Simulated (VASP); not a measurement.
# CaRhO3: magnetic orders, part 2 of 3

Aim: compare collinear orders of CaRhO3. The start is a computed cell from the Materials Project.

VASP 6.6.1, plane waves and PAW; the level of theory is named at each step.

Still holding for the runs below: The magnetic state follows from one typed start and may not be the lowest.

So far, largest spin moment in the PAW sphere (μB): step 2 (magnetic order, 10 atoms, start order ferro) 0.565.

**3. Magnetic order, 10 atoms, start order antiferro**

This step: PBEsol, DFT+U (Rh d 2 eV), spin-polarised, from moments of both signs; plane waves and PAW (Ca_sv, Rh_pv, O) (VASP 6.6.1).

Input file INCAR:

```
SYSTEM = CaRhO3
PREC = Normal
ENCUT = 480
EDIFF = 1E-06
NELM = 150
ISMEAR = -1
SIGMA = 0.05
LREAL = .FALSE.
ALGO = Normal
GGA = PS
NBANDS = 53
ISPIN = 2
MAGMOM = 0 0 1 -1 0 0 0 0 0 0
LDAU = .TRUE.
LDAUTYPE = 2
LDAUL = -1 2 -1
LDAUU = 0 2 0
LDAUJ = 0 0 0
LDAUPRINT = 1
LASPH = .TRUE.
LMAXMIX = 4
LORBIT = 11
LWAVE = .FALSE.
LCHARG = .TRUE.
KPAR = 4
AMIX = 0.2
BMIX = 1E-04
AMIX_MAG = 0.8
BMIX_MAG = 1E-04
```

Input file POSCAR:

```
CaRhO3
1.0
    1.5565709103     -4.9009609359      0.0000000000
    1.5565709103      4.9009609359      0.0000000000
    0.0000000000      0.0000000000      7.2975860801
Ca Rh O
2 2 6
Direct
    0.7498370300      0.2501629700      0.2500000000
    0.2501629700      0.7498370300      0.7500000000
    0.0000000000      0.0000000000      0.5000000000
    0.0000000000      0.0000000000      0.0000000000
    0.0755089500      0.9244910500      0.2500000000
    0.9244910500      0.0755089500      0.7500000000
    0.3734113300      0.6265886700      0.4478044100
    0.6265886700      0.3734113300      0.5521955900
    0.3734113300      0.6265886700      0.0521955900
    0.6265886700      0.3734113300      0.9478044100
```

Input file KPOINTS:

```
Automatic mesh
0
Gamma
8 8 4
0 0 0
```

The projector-augmented-wave data sets are Ca_sv, Rh_pv and O (PBE family, release 64).

Launch:

```sh
$ mpirun -np 4 vasp_std
```

Log:

```text
[banner, memory and clock lines left out]
running    4 mpi-ranks, on    1 nodes
 distrk:  each k-point on    1 cores,    4 groups
 distr:  one band on    1 cores,    1 groups

 POSCAR found type information on POSCAR CaRhO
 POSCAR found :  3 types and      10 ions
 [... a notice as in an earlier step ...]

 LDA part: xc-table for (Slater+PW92), standard interpolation
 POSCAR, INCAR and KPOINTS ok, starting setup
 FFT: planning ... GRIDC
 FFT: planning ... GRID_SOFT
 FFT: planning ... GRID
 WAVECAR not read
 entering main loop
       N       E                     dE             d eps       ncg     rms          rms(c)
DAV:   1     0.964934037416E+03    0.96493E+03   -0.46530E+04 13684   0.162E+03
DAV:   2     0.118348960981E+02   -0.95310E+03   -0.91913E+03 14349   0.498E+02
DAV:   3    -0.760757096341E+02   -0.87911E+02   -0.86744E+02 18504   0.143E+02
DAV:   4    -0.789234831276E+02   -0.28478E+01   -0.28373E+01 20003   0.228E+01
DAV:   5    -0.790404241660E+02   -0.11694E+00   -0.11688E+00 19919   0.349E+00    0.441E+01
DAV:   6    -0.658835753080E+02    0.13157E+02   -0.31794E+01 15229   0.347E+01    0.211E+01
DAV:   7    -0.660808165016E+02   -0.19724E+00   -0.44318E+00 14726   0.952E+00    0.192E+01
DAV:   8    -0.660880537428E+02   -0.72372E-02   -0.19960E-01 20596   0.247E+00    0.144E+01
DAV:   9    -0.661389729051E+02   -0.50919E-01   -0.13131E-01 15474   0.260E+00    0.541E+00
DAV:  10    -0.661409740416E+02   -0.20011E-02   -0.76346E-02 14695   0.205E+00    0.113E+00
DAV:  11    -0.661422022467E+02   -0.12282E-02   -0.98220E-03 16348   0.546E-01    0.591E-01
DAV:  12    -0.661419518364E+02    0.25041E-03   -0.12361E-03 15306   0.244E-01    0.292E-01
DAV:  13    -0.661418058482E+02    0.14599E-03   -0.12207E-03 15383   0.202E-01    0.119E-01
DAV:  14    -0.661418585026E+02   -0.52654E-04   -0.25398E-04 17484   0.895E-02    0.625E-02
DAV:  15    -0.661418692485E+02   -0.10746E-04   -0.60601E-05 16803   0.442E-02    0.398E-02
DAV:  16    -0.661418699514E+02   -0.70298E-06   -0.16995E-05 14230   0.209E-02    0.290E-02
DAV:  17    -0.661418702993E+02   -0.34792E-06   -0.68435E-06 13838   0.143E-02
   1 F= -.66141870E+02 E0= -.66127036E+02  d E =-.296681E-01  mag=     0.0000
```

Run time: 2.3 min. Hardware: 4 MPI ranks of Intel Xeon Platinum 8259CL at 2.50GHz (Skylake/Cascade Lake), shared host; peak memory 2.2 GiB; 9.2 min of CPU time.

Parts of OUTCAR (step 3):

```text
 Found     63 irreducible k-points:

   NELECT =      86.0000    total number of electrons

atom =   3  type =  2  l = 2

 onsite density matrix

spin component  1

  0.5170  0.0000  0.0000  0.1282  0.0000
  0.0000  0.8148 -0.1753  0.0000  0.0240
  0.0000 -0.1753  0.6259  0.0000  0.0499
  0.1282  0.0000  0.0000  0.8750  0.0000
  0.0000  0.0240  0.0499  0.0000  0.9103

spin component  2

  0.4564  0.0000  0.0000  0.0008  0.0000
  0.0000  0.7748 -0.1565  0.0000  0.0370
  0.0000 -0.1565  0.5906  0.0000  0.0369
  0.0008  0.0000  0.0000  0.4922  0.0000
  0.0000  0.0370  0.0369  0.0000  0.9026

 occupancies and eigenvectors

  o =  0.4564  v =  0.0000  0.0000  0.0000  0.0000  0.0000 -0.9997  0.0000  0.0000  0.0227  0.0000      0.0000  0.0000  0.0000  0.0000  0.0000  0.0000  0.0000  0.0000  0.0000  0.0000
  o =  0.4758  v = -0.9521  0.0000  0.0000  0.3059  0.0000  0.0000  0.0000  0.0000  0.0000  0.0000      0.0000  0.0000  0.0000  0.0000  0.0000  0.0000  0.0000  0.0000  0.0000  0.0000
  o =  0.4923  v =  0.0000  0.0000  0.0000  0.0000  0.0000 -0.0227  0.0000  0.0000 -0.9997  0.0000      0.0000  0.0000  0.0000  0.0000  0.0000  0.0000  0.0000  0.0000  0.0000  0.0000
  o =  0.4949  v =  0.0000  0.0000  0.0000  0.0000  0.0000  0.0000  0.4967  0.8592  0.0000 -0.1229      0.0000  0.0000  0.0000  0.0000  0.0000  0.0000  0.0000  0.0000  0.0000  0.0000
  o =  0.5136  v =  0.0000  0.5064  0.8513  0.0000 -0.1376  0.0000  0.0000  0.0000  0.0000  0.0000      0.0000  0.0000  0.0000  0.0000  0.0000  0.0000  0.0000  0.0000  0.0000  0.0000
  o =  0.8604  v =  0.0000  0.0000  0.0000  0.0000  0.0000  0.0000 -0.8165  0.5106  0.0000  0.2693      0.0000  0.0000  0.0000  0.0000  0.0000  0.0000  0.0000  0.0000  0.0000  0.0000
  o =  0.9128  v =  0.0000  0.0000  0.0000  0.0000  0.0000  0.0000  0.2942 -0.0334  0.0000  0.9552      0.0000  0.0000  0.0000  0.0000  0.0000  0.0000  0.0000  0.0000  0.0000  0.0000
  o =  0.9137  v =  0.0000 -0.6130  0.2431  0.0000 -0.7518  0.0000  0.0000  0.0000  0.0000  0.0000      0.0000  0.0000  0.0000  0.0000  0.0000  0.0000  0.0000  0.0000  0.0000  0.0000
  o =  0.9162  v = -0.3059  0.0000  0.0000 -0.9521  0.0000  0.0000  0.0000  0.0000  0.0000  0.0000      0.0000  0.0000  0.0000  0.0000  0.0000  0.0000  0.0000  0.0000  0.0000  0.0000
  o =  0.9237  v =  0.0000 -0.6065  0.4650  0.0000  0.6449  0.0000  0.0000  0.0000  0.0000  0.0000      0.0000  0.0000  0.0000  0.0000  0.0000  0.0000  0.0000  0.0000  0.0000  0.0000

atom =   4  type =  2  l = 2

 onsite density matrix

spin component  1

  0.4564  0.0000  0.0000 -0.0008  0.0000
  0.0000  0.7748  0.1565  0.0000 -0.0370
  0.0000  0.1565  0.5906  0.0000  0.0369
 -0.0008  0.0000  0.0000  0.4922  0.0000
  0.0000 -0.0370  0.0369  0.0000  0.9026

spin component  2

  0.5170  0.0000  0.0000 -0.1282  0.0000
  0.0000  0.8148  0.1753  0.0000 -0.0240
  0.0000  0.1753  0.6259  0.0000  0.0499
 -0.1282  0.0000  0.0000  0.8750  0.0000
  0.0000 -0.0240  0.0499  0.0000  0.9103

 occupancies and eigenvectors

  o =  0.4564  v = -0.9997  0.0000  0.0000 -0.0227  0.0000  0.0000  0.0000  0.0000  0.0000  0.0000      0.0000  0.0000  0.0000  0.0000  0.0000  0.0000  0.0000  0.0000  0.0000  0.0000
  o =  0.4758  v =  0.0000  0.0000  0.0000  0.0000  0.0000 -0.9521  0.0000  0.0000 -0.3059  0.0000      0.0000  0.0000  0.0000  0.0000  0.0000  0.0000  0.0000  0.0000  0.0000  0.0000
  o =  0.4923  v = -0.0227  0.0000  0.0000  0.9997  0.0000  0.0000  0.0000  0.0000  0.0000  0.0000      0.0000  0.0000  0.0000  0.0000  0.0000  0.0000  0.0000  0.0000  0.0000  0.0000
  o =  0.4949  v =  0.0000 -0.4967  0.8592  0.0000 -0.1229  0.0000  0.0000  0.0000  0.0000  0.0000      0.0000  0.0000  0.0000  0.0000  0.0000  0.0000  0.0000  0.0000  0.0000  0.0000
  o =  0.5136  v =  0.0000  0.0000  0.0000  0.0000  0.0000  0.0000 -0.5064  0.8513  0.0000 -0.1376      0.0000  0.0000  0.0000  0.0000  0.0000  0.0000  0.0000  0.0000  0.0000  0.0000
  o =  0.8604  v =  0.0000  0.8165  0.5106  0.0000  0.2693  0.0000  0.0000  0.0000  0.0000  0.0000      0.0000  0.0000  0.0000  0.0000  0.0000  0.0000  0.0000  0.0000  0.0000  0.0000
  o =  0.9128  v =  0.0000 -0.2942 -0.0334  0.0000  0.9552  0.0000  0.0000  0.0000  0.0000  0.0000      0.0000  0.0000  0.0000  0.0000  0.0000  0.0000  0.0000  0.0000  0.0000  0.0000
  o =  0.9137  v =  0.0000  0.0000  0.0000  0.0000  0.0000  0.0000  0.6130  0.2431  0.0000 -0.7518      0.0000  0.0000  0.0000  0.0000  0.0000  0.0000  0.0000  0.0000  0.0000  0.0000
  o =  0.9162  v =  0.0000  0.0000  0.0000  0.0000  0.0000 -0.3059  0.0000  0.0000  0.9521  0.0000      0.0000  0.0000  0.0000  0.0000  0.0000  0.0000  0.0000  0.0000  0.0000  0.0000
  o =  0.9237  v =  0.0000  0.0000  0.0000  0.0000  0.0000  0.0000  0.6065  0.4650  0.0000  0.6449      0.0000  0.0000  0.0000  0.0000  0.0000  0.0000  0.0000  0.0000  0.0000  0.0000

 E-fermi :   5.2846

 spin component 1
 k-point     1 :       0.0000    0.0000    0.0000
  band No.  band energies     occupation
    ...
     39       3.9113      1.00000
     40       3.9453      1.00000
     41       4.0802      1.00000
     42       4.7671      0.99997
     43       5.1546      0.93081
     44       5.5669      0.00352
     45       7.4591      0.00000
     46       8.0160      0.00000
     47       8.3414      0.00000
     48       8.7570      0.00000
    ...

 k-point     2 :       0.1250    0.0000    0.0000
  band No.  band energies     occupation
    ...
     39       4.1730      1.00000
     40       4.3079      1.00000
     41       4.4049      1.00000
     42       4.6719      1.00000
     43       5.0214      0.99485
     44       5.5549      0.00447
     45       7.4159      0.00000
     46       7.8750      0.00000
     47       8.1313      0.00000
     48       8.8039      0.00000
    ...

 k-point     3 :       0.2500    0.0000    0.0000
  band No.  band energies     occupation
    ...
     39       4.2807      1.00000
     40       4.3220      1.00000
     41       4.5141      1.00000
     42       4.5852      1.00000
     43       4.7620      0.99997
     44       5.6119      0.00143
     45       7.3582      0.00000
     46       7.6629      0.00000
     47       7.8767      0.00000
     48       8.9797      0.00000
    ...

 k-point     4 :       0.3750    0.0000    0.0000
  band No.  band energies     occupation
    ...
     39       3.8515      1.00000
     40       3.9097      1.00000
     41       4.1052      1.00000
     42       4.1426      1.00000
     43       4.8996      0.99955
     44       5.7950      0.00004
     45       7.3526      0.00000
     46       7.5373      0.00000
     47       7.7622      0.00000
     48       9.2456      0.00000
    ...

  Total       -2.3017491     -1.8587527     -3.7426941      0.0000000      0.0000000      0.0000000
  in kB      -33.1214385    -26.7468609    -53.8561794      0.0000000      0.0000000      0.0000000
  external PRESSURE =     -37.9081596 kB  Pullay stress =       0.0000000 kB

 POSITION                                       TOTAL-FORCE (eV/Angst)
 -----------------------------------------------------------------------------------
      1.55657     -2.44888      1.82440         0.000000     -0.082229     -0.000000
      1.55657      2.44888      5.47319         0.000000      0.082229      0.000000
      0.00000      0.00000      3.64879         0.000000      0.000000      0.000000
      0.00000      0.00000      0.00000         0.000000      0.000000      0.000000
      1.55657      4.16083      1.82440         0.000000      0.162436      0.000000
      1.55657     -4.16083      5.47319         0.000000     -0.162436      0.000000
      1.55657      1.24081      3.26789         0.000000     -0.029549      0.089714
      1.55657     -1.24081      4.02969         0.000000      0.029549     -0.089714
      1.55657      1.24081      0.38090         0.000000     -0.029549     -0.089714
      1.55657     -1.24081      6.91668         0.000000      0.029549      0.089714
 -----------------------------------------------------------------------------------
    total drift:                                0.000000      0.000000      0.000000

  FREE ENERGIE OF THE ION-ELECTRON SYSTEM (eV)
  ---------------------------------------------------
  free  energy   TOTEN  =       -66.1418702993 eV

  energy  without entropy=      -66.1122021877  energy(sigma->0) =      -66.12703624

 total charge
# of ion       s       p       d       tot
------------------------------------------
    1        2.033   5.870   0.294   8.197
    2        2.033   5.870   0.294   8.197
    3        0.377   6.390   6.909  13.676
    4        0.377   6.390   6.909  13.676
    5        1.564   3.424   0.000   4.988
    6        1.564   3.424   0.000   4.988
    7        1.561   3.401   0.000   4.962
    8        1.561   3.401   0.000   4.962
    9        1.561   3.401   0.000   4.962
   10        1.561   3.401   0.000   4.962
--------------------------------------------------
tot         14.191  44.973  14.405  73.570

 magnetization (x)
# of ion       s       p       d       tot
------------------------------------------
    1        0.000   0.000   0.000   0.000
    2        0.000   0.000   0.000   0.000
    3        0.002   0.003   0.526   0.531
    4       -0.002  -0.003  -0.526  -0.531
    5        0.000   0.000   0.000   0.000
    6        0.000   0.000   0.000   0.000
    7        0.001   0.068   0.000   0.069
    8        0.001   0.068   0.000   0.069
    9       -0.001  -0.068   0.000  -0.069
   10       -0.001  -0.068   0.000  -0.069
--------------------------------------------------
tot          0.000   0.000   0.000   0.000

[... 9 parts as in an earlier step ...]

[... 4 further parts left out ...]
```

Numbers from this step:

```yaml
electronic_cycles: 17
free_energy_toten: -66.1419 eV
energy_at_zero_smearing: -66.1270 eV
fermi_energy: 5.285 eV
```

Spin moment in the PAW sphere by atom:

| atom | spin moment in the PAW sphere (μB) |
| --- | --- |
| Ca1 | 0.000 |
| Ca2 | 0.000 |
| Rh3 | 0.531 |
| Rh4 | -0.531 |
| O5 | 0.000 |
| O6 | 0.000 |
| O7 | 0.069 |
| O8 | 0.069 |
| O9 | -0.069 |
| O10 | -0.069 |

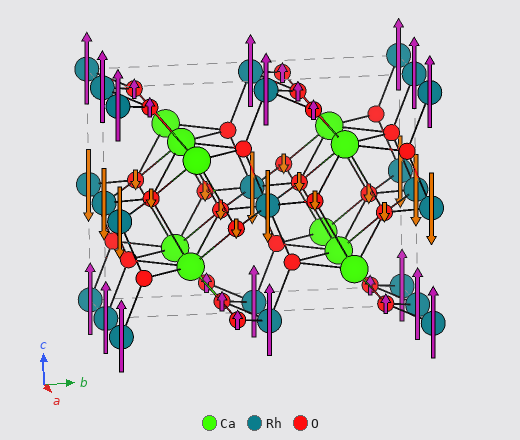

Spin moment in the PAW sphere as arrows, the longest 0.531 μB. Up and down stand for the sign. Arrows give size and sign along the axis of quantisation, drawn up and down the page. Each arrow also spans its atom, so small moments look longer than they are. The two directions have two colours. 2×1×1 conventional cells are drawn. Some periodic images of atoms are drawn too.

Force by atom:

| atom | x (eV/Å) | y (eV/Å) | z (eV/Å) | size |
| --- | --- | --- | --- | --- |
| Ca1 | 0.000 | -0.082 | 0.000 | 0.082 |
| Ca2 | 0.000 | 0.082 | 0.000 | 0.082 |
| Rh3 | 0.000 | 0.000 | 0.000 | 0.000 |
| Rh4 | 0.000 | 0.000 | 0.000 | 0.000 |
| O5 | 0.000 | 0.162 | 0.000 | 0.162 |
| O6 | 0.000 | -0.162 | 0.000 | 0.162 |
| O7 | 0.000 | -0.030 | 0.090 | 0.094 |
| O8 | 0.000 | 0.030 | -0.090 | 0.094 |
| O9 | 0.000 | -0.030 | -0.090 | 0.094 |
| O10 | 0.000 | 0.030 | 0.090 | 0.094 |

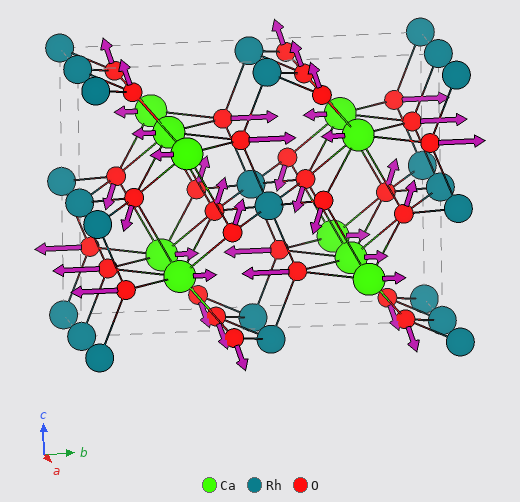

Force as arrows, the longest 0.162 eV/Å. 2×1×1 conventional cells are drawn. Some periodic images of atoms are drawn too.

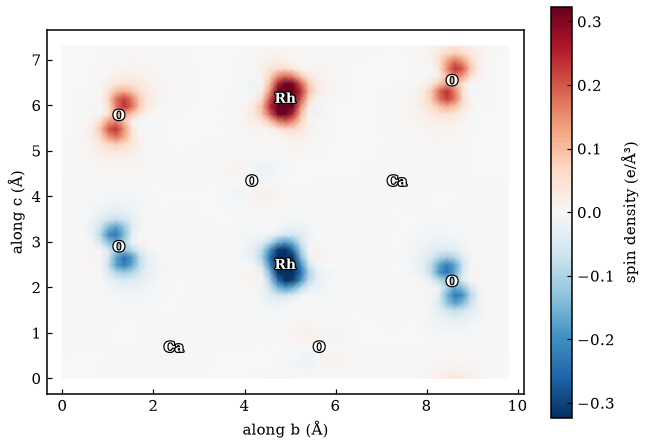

Spin density in the bc plane of the conventional cell at fractional x = 0.500, with atoms of Ca and Rh and O within 0.2 Å of it. The map starts off the cell's origin, so that atoms lie inside it.

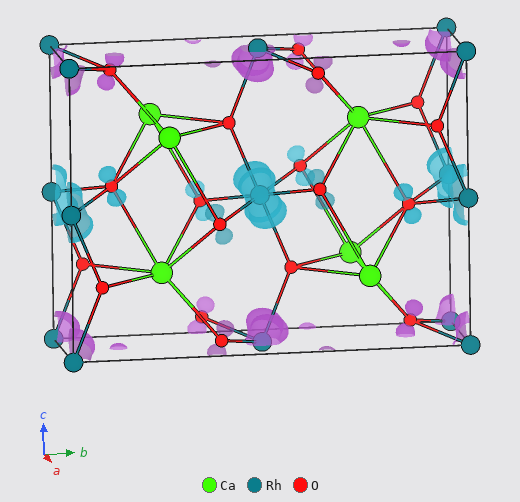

Surfaces of spin density = ±0.14 e/Å³, which hold about 50 % of the integral of its size. The two colours are the two signs.

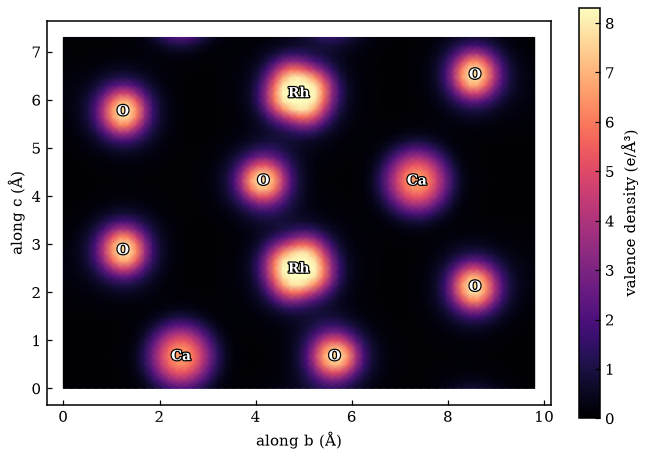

Valence density in the bc plane of the conventional cell at fractional x = 0.500, with atoms of Ca and Rh and O within 0.2 Å of it. It is the smooth field of the valence electrons, not physical close to the nuclei. The map starts off the cell's origin, so that atoms lie inside it.

The largest moment at the end is 0.53 μB, and the moments of the cell sum to 0.00 μB.

(Part 2 of 3 ends here.)

[Lines on the potential files, build, host, timing and source positions are cut from VASP's logs without a mark.]

[Logs are printed without paths, hosts, clocks, repeated set-up lines and the standing remarks that a program may print on its own settings, such as how far it seeks lower states.]

[Hosts, paths, dates, database ids (printed as entryN), source tags and the programs' standing remarks are cut or masked in the printed files.]

[Runs that stopped without an error message from VASP are left out.]

[In band tables of VASP the shares of atoms and orbitals are scaled to a sum of 1 inside the atoms' spheres.]
